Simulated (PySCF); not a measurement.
**C2H10OSi2 (SMILES C[SiH2]O[SiH2]C): levels of theory compared**

Wanted: a comparison of 3 runs (HF/STO-3G, B3LYP/6-31G*, r2SCAN/6-31G*) of C2H10OSi2. The job is set up through a Python script.

Program for the calculation: PySCF 2.14.0.

1 further run of the same task is left out (set aside as unsound or not needed).

## Step 1: The system as given

C2H10OSi2 has 15 atoms, charge 0, and is taken as a singlet. As SMILES, `C[SiH2]O[SiH2]C`. The coordinates come from a PBE0-D4/def2-TZVP relaxation. This is one conformer, not always the lowest.

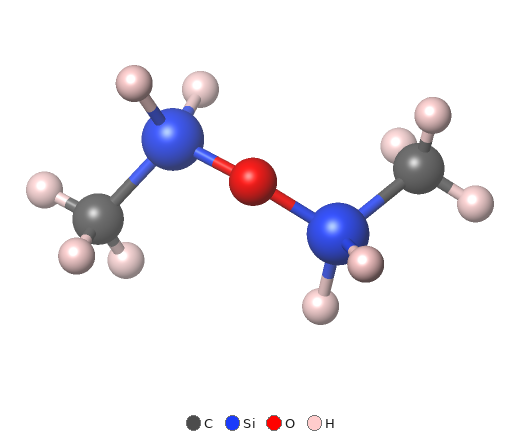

Viewed from a chosen angle; carbon dark grey, silicon blue, oxygen red, hydrogen pink.

## Step 2: Energy and gradient at HF/STO-3G (run 1)

input.py reads:

```python
from pyscf import gto

mol = gto.Mole()
mol.atom = [
    ('C', (-2.625720, 0.310300, -0.248710)),
    ('Si', (-1.173950, -0.669330, -0.875010)),
    ('O', (0.204290, 0.210220, -0.800740)),
    ('Si', (1.347440, 0.853310, 0.178220)),
    ('C', (2.479970, -0.466230, 0.838180)),
    ('H', (-2.484490, 0.598240, 0.795950)),
    ('H', (-2.766780, 1.219460, -0.837920)),
    ('H', (-3.541630, -0.283550, -0.315050)),
    ('H', (-1.013500, -1.909330, -0.062520)),
    ('H', (-1.378520, -1.057260, -2.294720)),
    ('H', (2.111540, 1.845700, -0.621250)),
    ('H', (0.686300, 1.563810, 1.310310)),
    ('H', (1.926560, -1.199290, 1.430200)),
    ('H', (2.981860, -0.993370, 0.023410)),
    ('H', (3.246620, -0.022690, 1.479650)),
]
mol.spin = 0
mol.verbose = 3
mol.max_memory = 1860
mol.charge = 0
mol.basis = 'sto-3g'
mol.build()

mf = mol.RHF()
mf.conv_tol = 1e-10
mf.kernel()
if not mf.converged:
    mf = mf.newton().run(mf.mo_coeff, mf.mo_occ)

e_tot = mf.e_tot
print('E(%s) = %.9f' % ('HF', e_tot))
grad = mf.nuc_grad_method().kernel()
dip = mf.dip_moment()
pop, q = mf.mulliken_pop()
```

On the command line:

```bash
OMP_NUM_THREADS=1 python input.py
```

Log:

```text
converged SCF energy = -725.761101122767
[... 9 lines left out ...]
Dipole moment(X, Y, Z, Debye): -0.14605, -0.14783,  0.56491
[... 59 lines left out ...]
charge of   14H =      0.05145
```

It took 2.8 s on 1 thread of Arm Neoverse V2, shared host; peak memory 0.12 GiB.

## Step 3: Energy and gradient at B3LYP/6-31G(d) (spherical functions) (run 2)

geometry.xyz reads:

```xyz
15

C     -2.625720     0.310300    -0.248710
Si    -1.173950    -0.669330    -0.875010
O      0.204290     0.210220    -0.800740
Si     1.347440     0.853310     0.178220
C      2.479970    -0.466230     0.838180
H     -2.484490     0.598240     0.795950
H     -2.766780     1.219460    -0.837920
H     -3.541630    -0.283550    -0.315050
H     -1.013500    -1.909330    -0.062520
H     -1.378520    -1.057260    -2.294720
H      2.111540     1.845700    -0.621250
H      0.686300     1.563810     1.310310
H      1.926560    -1.199290     1.430200
H      2.981860    -0.993370     0.023410
H      3.246620    -0.022690     1.479650
```

job.py reads:

```python
from pyscf import gto, dft

mol = gto.M(
    atom='geometry.xyz',
    charge=0,
    verbose=3,
    basis='6-31g*',
    max_memory=1860,
)

mf = dft.RKS(mol, xc='b3lyp')
mf.grids.level = 5
mf.conv_tol = 1e-10
mf.kernel()
if not mf.converged:
    mf = mf.newton().run(mf.mo_coeff, mf.mo_occ)

e_tot = mf.e_tot
print('Final energy', e_tot)
grad = mf.nuc_grad_method().kernel()
mf.analyze()
```

On the command line:

```bash
OMP_NUM_THREADS=1 python job.py
```

Log:

```text
converged SCF energy = -736.535430118172
[... 22 lines left out ...]
MO #13  energy= -3.64643697979789  occ= 2
[... 16 lines left out ...]
MO #30  energy= 0.030656774584799  occ= 0
[... 16 lines left out ...]
MO #47  energy= 0.291141570204172  occ= 0
[... 16 lines left out ...]
MO #64  energy= 0.7945212035425    occ= 0
[... 16 lines left out ...]
MO #81  energy= 1.26730554343973   occ= 0
[... 16 lines left out ...]
MO #98  energy= 2.72793699787938   occ= 0
[... 16 lines left out ...]
Dipole moment(X, Y, Z, Debye): -0.21734, -0.22607,  0.85930
```

Wall time 55 s (1 thread of Arm Neoverse V2, shared host); peak memory 0.98 GiB.

## Step 4: Energy and gradient at r2SCAN/6-31G(d) (spherical functions) (run 3)

job.py reads:

```python
# C[SiH2]O[SiH2]C
import pyscf.grad
from pyscf import gto, dft

mol = gto.M(
    atom=[
    ('C', (-2.625720, 0.310300, -0.248710)),
    ('Si', (-1.173950, -0.669330, -0.875010)),
    ('O', (0.204290, 0.210220, -0.800740)),
    ('Si', (1.347440, 0.853310, 0.178220)),
    ('C', (2.479970, -0.466230, 0.838180)),
    ('H', (-2.484490, 0.598240, 0.795950)),
    ('H', (-2.766780, 1.219460, -0.837920)),
    ('H', (-3.541630, -0.283550, -0.315050)),
    ('H', (-1.013500, -1.909330, -0.062520)),
    ('H', (-1.378520, -1.057260, -2.294720)),
    ('H', (2.111540, 1.845700, -0.621250)),
    ('H', (0.686300, 1.563810, 1.310310)),
    ('H', (1.926560, -1.199290, 1.430200)),
    ('H', (2.981860, -0.993370, 0.023410)),
    ('H', (3.246620, -0.022690, 1.479650)),
],
    max_memory=1860,
    basis='6-31g*',
    verbose=3,
)

calc0 = dft.RKS(mol)
calc0.xc = 'r2scan'
calc0.grids.level = 5
calc0.conv_tol = 1e-10
calc0.kernel()
if not calc0.converged:
    calc0 = calc0.newton().run(calc0.mo_coeff, calc0.mo_occ)

e_tot = calc0.e_tot
print('E(%s) = %.9f' % ('R2SCAN', e_tot))
grad = calc0.Gradients().kernel()
calc0.analyze()
```

On the command line:

```bash
OMP_NUM_THREADS=1 python job.py
```

Log:

```text
converged SCF energy = -736.340972244442
[... 22 lines left out ...]
MO #13  energy= -3.55382852762268  occ= 2
[... 16 lines left out ...]
MO #30  energy= 0.0193480445864616 occ= 0
[... 16 lines left out ...]
MO #47  energy= 0.290197861149389  occ= 0
[... 16 lines left out ...]
MO #64  energy= 0.797552160665901  occ= 0
[... 16 lines left out ...]
MO #81  energy= 1.2819962718766    occ= 0
[... 16 lines left out ...]
MO #98  energy= 2.75684940656091   occ= 0
[... 16 lines left out ...]
Dipole moment(X, Y, Z, Debye): -0.21812, -0.22719,  0.86321
```

It took 94 s on 1 thread of Arm Neoverse V2, shared host; peak memory 0.98 GiB.

## Step 5: All runs side by side

```tsv
run	level	integration grid	energy (Eh)	dipole moment (D)	HOMO energy (eV)	LUMO energy (eV)	wall time
1	HF/STO-3G	–	-725.761101	0.60	-8.15	11.94	2.8 s
2	B3LYP/6-31G* (spherical functions)	5	-736.535430	0.91	-7.82	0.83	55 s
3	r2SCAN/6-31G* (spherical functions)	5	-736.340972	0.92	-7.02	0.53	94 s
```

## Step 6: Results

```
                       quantity          value
            run 3: total energy  -736.34097 Eh
           run 3: dipole moment         0.92 D
             run 3: HOMO energy       -7.02 eV
             run 3: LUMO energy        0.53 eV
           run 3: HOMO–LUMO gap        7.55 eV
run 3: largest force on an atom     0.404 eV/Å
```

What this shows: The dipole moment (its size) runs from 0.60 D (HF/STO-3G) to 0.92 D (r2SCAN/6-31G*). The two ends differ in method and basis. The HOMO–LUMO gap runs from 7.55 eV (r2SCAN/6-31G*) to 20.09 eV (HF/STO-3G). Totals of different functionals can't be ranked against each other. In run 1 the basis is minimal, so the values are rough. All runs together took 2.5 min, the longest 94 s.
